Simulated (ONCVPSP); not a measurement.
## Pseudopotential generation, with input and output: Ga

Gallium (Ga, Z = 31), core [Ne], reference valence 3s2 3p6 3d10 4s1.5 (an ion of charge +1.5), valence charge 21. Computed at this level: ONCV potential, PBE, scalar-relativistic, made with ONCVPSP 4.0.1.

Input:
```
# ATOM AND REFERENCE CONFIGURATION
# atsym  z   nc   nv     iexc    psfile
  Ga 31.00    3    4        4      upf
#
#   n    l    f
    1    0    2.00
    2    0    2.00
    2    1    6.00
    3    0    2.00
    3    1    6.00
    3    2   10.00
    4    0    1.50
#
# PSEUDOPOTENTIAL AND OPTIMIZATION
# lmax
    2
#
#   l,   rc,      ep,       ncon, nbas, qcut
    0    0.90    0.00    4    8   15.80
    1    0.94    0.00    5    8   13.20
    2    1.35    0.00    4    9   13.50
#
# LOCAL POTENTIAL
# lloc, lpopt,  rc(5),   dvloc0
    4    5    0.50    2.00
#
# VANDERBILT-KLEINMAN-BYLANDER PROJECTORs
# l, nproj, debl
    0    2    2.90
    1    2    1.00
    2    1    2.20
#
# MODEL CORE CHARGE
# icmod, fcfact, rcfact
    3    2.75    1.30
#
# LOG DERIVATIVE ANALYSIS
# epsh1, epsh2, depsh
   -7.00    5.00    0.04
#
# OUTPUT GRID
# rlmax, drl
    6.00    0.01
#
# TEST CONFIGURATIONS
# ncnf
    4
# nvcnf
#   n    l    f
    5
    3    0    2.00
    3    1    6.00
    3    2   10.00
    4    0    2.00
    4    1    1.00
#
    4
    3    0    2.00
    3    1    6.00
    3    2   10.00
    4    0    2.00
#
    4
    3    0    2.00
    3    1    6.00
    3    2   10.00
    4    0    1.00
#
    5
    3    0    2.00
    3    1    6.00
    3    2   10.00
    4    0    1.00
    4    1    2.00
#
```

Hardware: 1 CPU thread, shared host.

Launched with:
```bash
oncvpsp.x < Ga.dat > Ga.out
```

The program's output (extracts):
```
ONCVPSP  (Optimized Norm-Conservinng Vanderbilt PSeudopotential)
scalar-relativistic version 4.0.1

#   n    l    f        energy (Ha)
    1    0    2.00    -3.7646883E+02
    2    0    2.00    -4.6906898E+01
    2    1    6.00    -4.0899521E+01
    3    0    2.00    -5.9631196E+00
    3    1    6.00    -4.1527713E+00
    3    2   10.00    -1.2211631E+00
    4    0    1.50    -7.7525339E-01

Reference configufation results
  iterations    26
  all-electron total energy (Ha)   -1.94338528D+03

Begin loop to  construct optimized pseudo wave functions
and semi-local pseudopoentials for all angular momenta

Calculating optimized projector #   1

 for l=   0

    Fraction of norm inside rc  0.855346
    Optimizing pswf for qcut=  15.78 a_B^-1,  ecut= 124.52 Ha
    Residual kinetic energy error=  1.32D-07 Ha

    Energy error per electron        Cutoff
         Ha          eV             Ha
         0.01000     0.27211       65.08
         0.00100     0.02721       81.97
         0.00010     0.00272       95.71
         0.00001     0.00027      106.81

Calculating optimized projector #   2

 for l=   0

    Fraction of norm inside rc  0.038568
    Optimizing pswf for qcut=  15.78 a_B^-1,  ecut= 124.52 Ha
    Residual kinetic energy error=  4.89D-08 Ha

    Energy error per electron        Cutoff
         Ha          eV             Ha
         0.01000     0.27211       49.36
         0.00100     0.02721       70.69
         0.00010     0.00272       87.82
         0.00001     0.00027      101.33

WARNING wellstate: negative energy specified for n= 4 l=  1
WARNING scattering state with energy  0.25000000
WARNING will be used for the first projector

   Wellstate for l =  1  n =  5
     eigenvalue =   0.2500
     asymptotic potential =   0.7500
     half-point radius =  4.4571

Calculating optimized projector #   1

 for l=   1

    Fraction of norm inside rc  0.842166
    Optimizing pswf for qcut=  13.18 a_B^-1,  ecut=  86.87 Ha
    Residual kinetic energy error=  3.25D-05 Ha

    Energy error per electron        Cutoff
         Ha          eV             Ha
         0.01000     0.27211       42.07
         0.00100     0.02721       52.01
         0.00010     0.00272       60.45
         0.00001     0.00027      193.96

Calculating optimized projector #   2

 for l=   1

    Fraction of norm inside rc  0.017974
    Optimizing pswf for qcut=  13.18 a_B^-1,  ecut=  86.87 Ha
    Residual kinetic energy error=  3.42D-06 Ha

    Energy error per electron        Cutoff
         Ha          eV             Ha
         0.01000     0.27211       28.49
         0.00100     0.02721       40.80
         0.00010     0.00272       51.19
         0.00001     0.00027       61.03

Calculating optimized projector #   1

 for l=   2

    Fraction of norm inside rc  0.892196
    Optimizing pswf for qcut=  13.51 a_B^-1,  ecut=  91.32 Ha
    Residual kinetic energy error=  7.82D-08 Ha

    Energy error per electron        Cutoff
         Ha          eV             Ha
         0.01000     0.27211       56.07
         0.00100     0.02721       66.10
         0.00010     0.00272       73.99
         0.00001     0.00027       80.36

Construct Vanderbilt / Kleinmman-Bylander projectors

B matrix Hermiticity error, ll=   0
   1   2    8.9665E-04

  Orthonormal projector coefficients  4.3794E+01  4.8467E+00

B matrix Hermiticity error, ll=   1
   1   2   -4.6620E-04

  Orthonormal projector coefficients  2.1321E+01  2.8178E+00

Model core correction analysis
  based on d2Exc/dn_idn_j

d2excae - all-electron derivatives

   -4.519660D-02   -4.215376D-02   -3.265779D-02   -2.882740D-03
   -4.215391D-02   -4.078247D-02   -3.224987D-02   -3.417211D-03
   -3.265810D-02   -3.225005D-02   -3.078388D-02   -7.633031D-03
   -2.882266D-03   -3.416386D-03   -7.631111D-03   -4.459715D-02

d2excps - pseudofunction derivatives with no core correction

   -4.590572D-02   -4.416099D-02   -3.460248D-02   -3.220209D-03
   -4.416098D-02   -4.266682D-02   -3.378777D-02   -3.818764D-03
   -3.460267D-02   -3.378788D-02   -3.167102D-02   -7.516305D-03
   -3.219760D-03   -3.817973D-03   -7.514383D-03   -4.458215D-02

rms 2nd derivative error    1.269077E-03

rmatch, rhocmatch    0.3333   83.5777

Teter function model core charge with specified parameters

d2excps - pseudofunction derivatives with core correction

   -4.370406D-02   -4.187293D-02   -3.406652D-02   -3.012963D-03
   -4.187301D-02   -4.039683D-02   -3.328249D-02   -3.602447D-03
   -3.406669D-02   -3.328259D-02   -3.142113D-02   -7.469997D-03
   -3.012501D-03   -3.601638D-03   -7.468075D-03   -4.456260D-02

rms 2nd derivative error    7.582157E-04

Pseudoatom total energy -250.652662

Diagnostic tests using Vanderbilt-Kleinman-Bylander pseudopotentials
  1 or more projectors used as specified by nproj input data

   l    rcore       rmatch      e in        delta e   norm test  slope test

   0   0.9051427   0.9326248  -5.9631196  -0.0000168   1.0002724   1.0002867
   0   0.9051427   0.9326248  -0.7752534   0.0000250   1.0001230   1.0001055

   1   0.9438499   0.9725072  -4.1527713  -0.0000101   1.0002397   1.0002761
   1   0.9438499   0.9725072   0.2500000   0.0001161   1.0005686   1.0005686

   2   1.3513933   1.3924246  -1.2211631  -0.0000043   0.9999932   1.0000105

 Testing for bound ghosts
   n   l    E NL Schr. Eq   E Basis Diag.   E Cutoff

   1   0       -5.963136       -5.963084    321.16
   2   0       -0.775228       -0.366690    321.16

   2   1       -4.152781       -4.152615    340.40

   3   2       -1.221167       -1.220838    189.06

 Testing for highly-localized positive-energy ghosts
       l    <radius>/rc     E Basis Diag.   E Cutoff

       0        0.940026       25.843066    321.16  WARNING - GHOST(+)

Test configuration 0

   n   l     f        eae           eps        diff
   1   0  2.0000 -376.46883366
   2   0  2.0000  -46.90689833
   2   1  6.0000  -40.89952095
   3   0  2.0000   -5.96311956   -5.96313634   -1.68D-05
   3   1  6.0000   -4.15277132   -4.15278144   -1.01D-05
   3   2 10.0000   -1.22116306   -1.22116734   -4.28D-06
   4   0  1.5000   -0.77525339   -0.77522842    2.50D-05

    Total energies and differences
      AE_ref= -1.94338528D+03  AE_tst= -1.94338528D+03  dif=  0.00D+00
      PS_ref= -2.50652662D+02  PS_tst= -2.50652662D+02  dif=  1.41D-11
      PSP excitation error= -1.41D-11

Test configuration 1

   n   l     f        eae           eps        diff
   1   0  2.0000 -375.94425129
   2   0  2.0000  -46.38958798
   2   1  6.0000  -40.38149478
   3   0  2.0000   -5.44352838   -5.44321417    3.14D-04
   3   1  6.0000   -3.63301169   -3.63276864    2.43D-04
   3   2 10.0000   -0.70391502   -0.70338214    5.33D-04
   4   0  2.0000   -0.32885947   -0.32888122   -2.18D-05
   4   1  1.0000   -0.09478380   -0.09478419   -3.87D-07

    Total energies and differences
      AE_ref= -1.94338528D+03  AE_tst= -1.94393780D+03  dif= -5.53D-01
      PS_ref= -2.50652662D+02  PS_tst= -2.51205245D+02  dif= -5.53D-01
      PSP excitation error=  6.24D-05

Test configuration 2

   n   l     f        eae           eps        diff
   1   0  2.0000 -376.25088414
   2   0  2.0000  -46.69347132
   2   1  6.0000  -40.68571976
   3   0  2.0000   -5.74784119   -5.74764280    1.98D-04
   3   1  6.0000   -3.93746457   -3.93730552    1.59D-04
   3   2 10.0000   -1.00775638   -1.00736916    3.87D-04
   4   0  2.0000   -0.60019325   -0.60020519   -1.19D-05

    Total energies and differences
      AE_ref= -1.94338528D+03  AE_tst= -1.94372876D+03  dif= -3.43D-01
      PS_ref= -2.50652662D+02  PS_tst= -2.50996180D+02  dif= -3.44D-01
      PSP excitation error=  3.44D-05

Test configuration 3

   n   l     f        eae           eps        diff
   1   0  2.0000 -376.70002363
   2   0  2.0000  -47.13262576
   2   1  6.0000  -41.12570041
   3   0  2.0000   -6.19075951   -6.19109574   -3.36D-04
   3   1  6.0000   -4.38038008   -4.38065244   -2.72D-04
   3   2 10.0000   -1.44638641   -1.44688582   -4.99D-04
   4   0  1.0000   -0.95804225   -0.95797305    6.92D-05

    Total energies and differences
      AE_ref= -1.94338528D+03  AE_tst= -1.94295231D+03  dif=  4.33D-01
      PS_ref= -2.50652662D+02  PS_tst= -2.50219669D+02  dif=  4.33D-01
      PSP excitation error= -2.29D-05

Test configuration 4

   n   l     f        eae           eps        diff
   1   0  2.0000 -376.01587995
   2   0  2.0000  -46.45782207
   2   1  6.0000  -40.44985786
   3   0  2.0000   -5.51466706   -5.51447846    1.89D-04
   3   1  6.0000   -3.70410928   -3.70396526    1.44D-04
   3   2 10.0000   -0.77302955   -0.77293139    9.82D-05
   4   0  1.0000   -0.36910737   -0.36910395    3.41D-06
   4   1  2.0000   -0.12305940   -0.12305487    4.53D-06

    Total energies and differences
      AE_ref= -1.94338528D+03  AE_tst= -1.94369754D+03  dif= -3.12D-01
      PS_ref= -2.50652662D+02  PS_tst= -2.50964950D+02  dif= -3.12D-01
      PSP excitation error=  2.90D-05
```

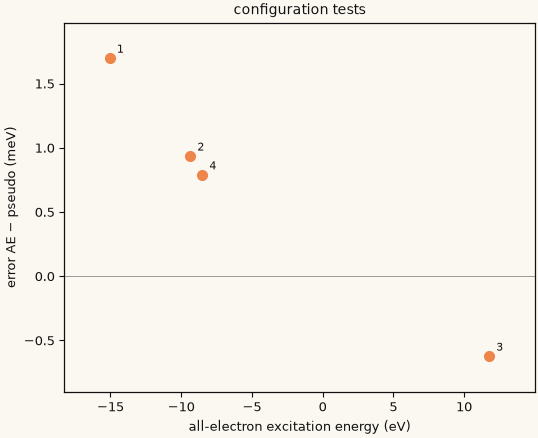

Errors, all-electron minus pseudo, of the energies of valence configurations relative to the unpolarised reference 3s2 3p6 3d10 4s1.5. Points: 1 = 3s2 3p6 3d10 4s2 4p1; 2 = 3s2 3p6 3d10 4s2; 3 = 3s2 3p6 3d10 4s1; 4 = 3s2 3p6 3d10 4s1 4p2.

- Worst configuration: 3s2 3p6 3d10 4s2 4p1 (neutral): the error is +1.7 meV on an all-electron energy of -15.03 eV relative to the reference, or 0.011 %.
- Errors in meV: 3s2 3p6 3d10 4s2 4p1: +1.7; 3s2 3p6 3d10 4s2: +0.9; 3s2 3p6 3d10 4s1: -0.6; 3s2 3p6 3d10 4s1 4p2: +0.8.

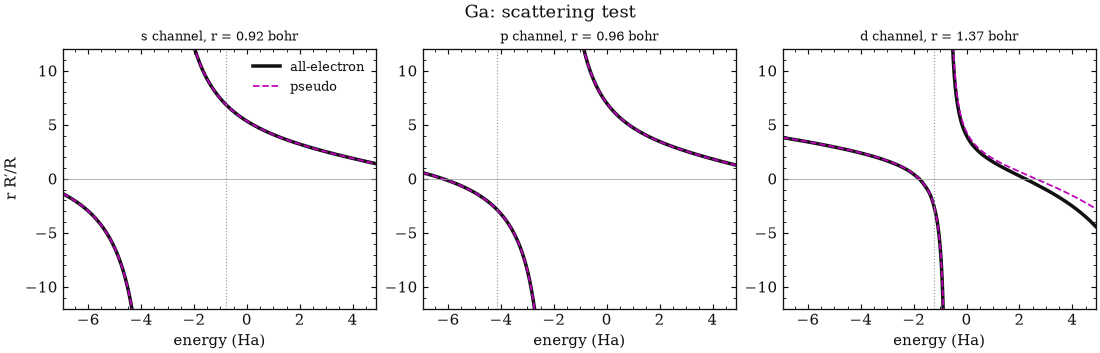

Logarithmic derivatives r R′/R at the test radius against energy, all-electron atom (solid) and pseudo-atom (dashed). Here R(r) is the radial function. The dotted line marks the reference energy of the channel. Not drawn: f: not judged.

- Poles, where the radial function vanishes at the test radius: s: all-electron at -3.3 Ha, pseudo at -3.3 Ha; p: all-electron at -1.9 Ha, pseudo at -1.9 Ha; d: all-electron at -0.7 Ha, pseudo at -0.7 Ha.
- Zeros of the logarithmic derivative: s: all-electron nowhere, pseudo nowhere; p: all-electron -6.2 Ha, pseudo -6.2 Ha; d: all-electron -1.8 and 2.2 Ha, pseudo -1.8 and 2.6 Ha.
- Ghost states: the plot shows none: pseudo and all-electron curves have the same branches in all channels drawn. The separate test gives: no bound ghost flagged; no localised positive-energy state flagged (flags above 300 eV left out).

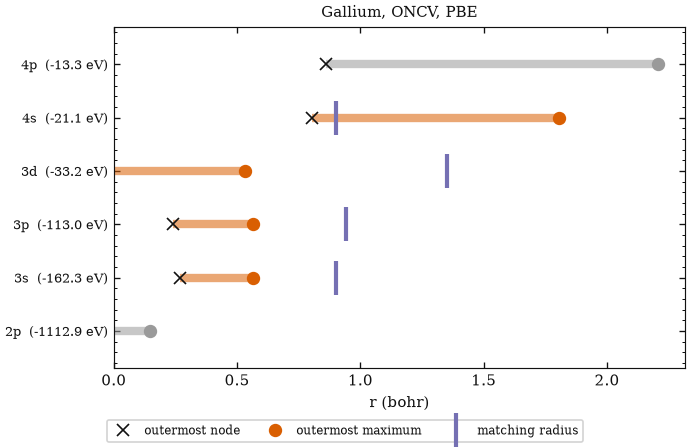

Outer shells of the all-electron reference atom: each bar runs from the outermost node (or the nucleus) to the outermost maximum of u(r); the tick is the radius chosen for the pseudo-wave. Shells without a tick have no pseudo-wave of their own. Levels, nodes and maxima are from ld1.x, scalar-relativistic.

- Radii against the shells: 3s: 0.90 bohr, outside the maximum; 3p: 0.94 bohr, outside the maximum; 3d: 1.35 bohr, outside the maximum; 4s: 0.90 bohr, between node and maximum.

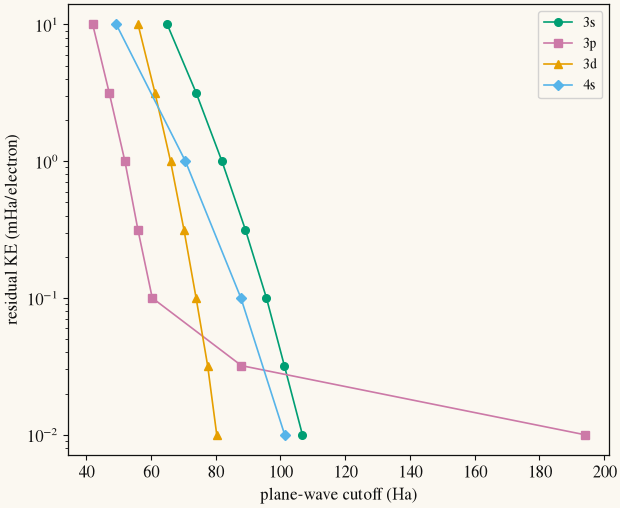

Residual kinetic energy of the pseudo-waves (the first of each channel, and further valence shells) beyond the plane-wave cutoff, as the generator prints it.

- Hardest wave at 1 mHa per electron: 3s, with rc = 0.90 bohr and qcut = 15.8 1/bohr. The optimisation minimises, but can't always remove, the kinetic energy above qcut²/2 = 124.8 Ha, and a larger rc would as a rule soften the wave at some cost in transferability.
- Cutoffs for 1 mHa per electron: 3s: 82 Ha; 4s: 71 Ha; 3d: 66 Ha; 3p: 52 Ha.
- Cutoffs for the occupied states: 82 Ha for 1 mHa and 96 Ha for 0.1 mHa per electron. The first is set by 3s.

Results in brief:

- outcome: generated
- cutoffs needed: 82 Ha and 96 Ha (the cutoffs at which the residual kinetic energy of the hardest occupied pseudo-wave falls to 1 and 0.1 mHa per electron)
- ghost test: no bound ghost flagged; no localised positive-energy state flagged (flags above 300 eV left out)
- largest excitation error: +1.7 meV (all-electron minus pseudo) for 3s2 3p6 3d10 4s2 4p1, out of 4 test configurations
- rms error of d²Exc/dni dnj: 1.27 mHa without and 0.76 mHa with the model core
- range over which the phases arctan(r R′/R) at the test radius agree within 0.05 rad (a looser test near the poles than one of phase shifts): s: over the whole range computed; p: over the whole range computed; d: up to about 0.7 Ha; f: not judged, local potential alone
- wall time: 5.9 s

Remarks:

Warnings of the program, in the generation or the tests: wellstate: negative energy specified for n= 4 l= 1.
